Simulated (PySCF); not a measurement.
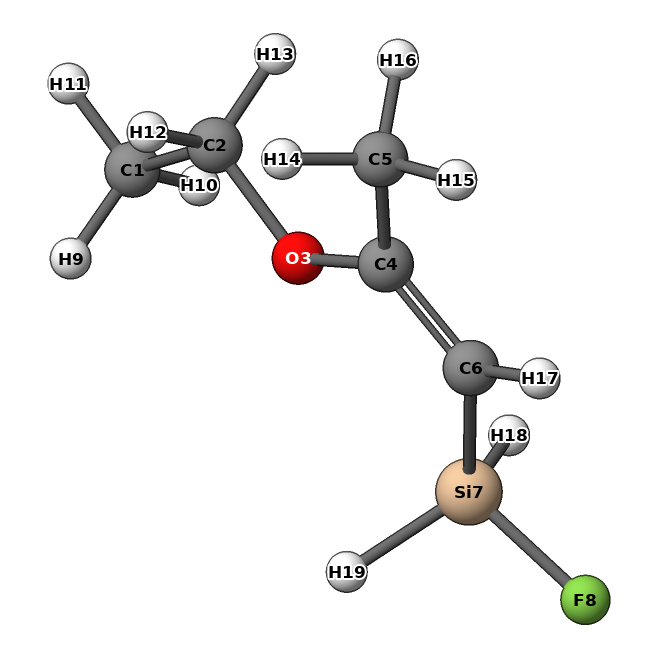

The questions are on isotropic NMR shieldings of the H atoms. The computed structure is the end point of a GFN2-xTB optimisation. No frequency run is at hand to confirm it as a minimum. Method: GIAO PBE0/pcSseg-1 NMR shielding, non-relativistic, gas phase (PySCF 2.14.0).

Question: Which H atom is the most shielded (lowest chemical shift)?

Answer: H11 (30.67 ppm).

Question: Which H atom is the least shielded (highest chemical shift)?

Answer: H19 (26.24 ppm).

Question: How wide is the range of H shifts?

Answer: 4.43 ppm.

List the isotropic NMR shieldings of the H atoms.

```tsv
atom	σ (ppm)
H9	30.22
H10	30.24
H11	30.67
H12	27.74
H13	27.82
H14	29.60
H15	29.72
H16	29.62
H17	27.22
H18	26.25
H19	26.24
```

The geometry is semi-empirical. Around Si such bond lengths and angles can be off by a tenth of an ångström or more and by several degrees, and values that hang on the shape move with them.
